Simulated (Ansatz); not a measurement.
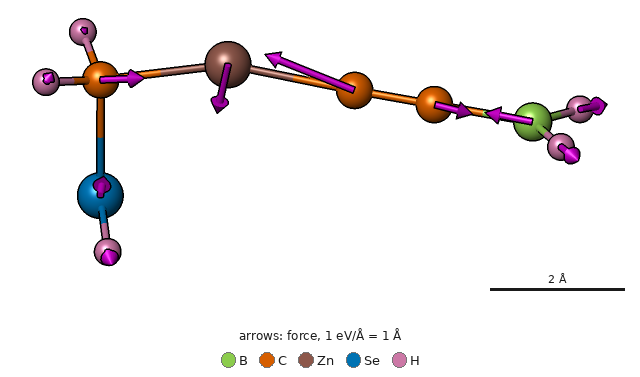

Starting geometry of C$_{3}$H$_{5}$BSeZn with the computed forces as purple arrows. The picture is a ball-and-stick view, seen at a tilt.

The start comes from GFN2-xTB.

All numbers below come from RKS PBE0-D4/def2-TZVP (Ansatz).

Input file:
```yaml
crystal:
  periodic: [false, false, false]
  atoms:
    - {symbol: B, position_ang: [-2.422460, -2.171010, 1.908100]}
    - {symbol: C, position_ang: [-1.622500, -1.119290, 1.199260]}
    - {symbol: C, position_ang: [-0.961630, -0.266370, 0.636060]}
    - {symbol: Zn, position_ang: [0.071000, 1.129520, -0.237920]}
    - {symbol: C, position_ang: [1.643240, 1.997120, -1.172430]}
    - {symbol: Se, position_ang: [2.911230, 0.522100, -1.504930]}
    - {symbol: H, position_ang: [-3.360000, -2.634600, 1.383790]}
    - {symbol: H, position_ang: [-2.103500, -2.504790, 2.983170]}
    - {symbol: H, position_ang: [1.496060, 2.504540, -2.122580]}
    - {symbol: H, position_ang: [2.201540, 2.668130, -0.518920]}
    - {symbol: H, position_ang: [2.147030, -0.125370, -2.553610]}
basis:
  gaussian: {orbitals: def2-TZVP}
hamiltonian: {xc: pbe0, dispersion: d4}
relax: {f_tol: 0.005, max_steps: 150}
```

Run as
```bash
ansatz run in.yaml --threads 2 --pin off --events-out ev --progress --plain --max-ram 32768MiB --backend cuda --devices 0, --max-vram 18GiB
```

### What follows when this structure is relaxed?

It isn't relaxed: the largest force vector, on C3, is 1.46 eV/Å. The final displacements have little in common with the starting forces (cosine between the two patterns 0.18). The energy falls by 4.83 kcal/mol in 21 accepted moves (23 points after the start). Largest force component: 1.2 eV/Å at the start, 0.0045 eV/Å at the end. The line search rejected the trial steps at points 10, 17 of the run. Se6 moves most after the best rigid fit: 0.44 Å. By element the largest moves are Se 0.44 Å, Zn 0.44 Å, H 0.41 Å, C 0.21 Å, B 0.10 Å. Some distances before and after: Zn4–C5 2.024 → 1.929 Å, C3–Zn4 1.944 → 1.881 Å, B1–H7 1.170 → 1.195 Å, Se6–H11 1.450 → 1.470 Å. Among the angles between lasting bonds that change: C3–Zn4–C5 158.1° → 176.9°, Se6–C5–H9 106.8° → 109.6°, Zn4–C5–H9 119.9° → 117.2°. The run took about 40 s of wall time on a shared GPU.
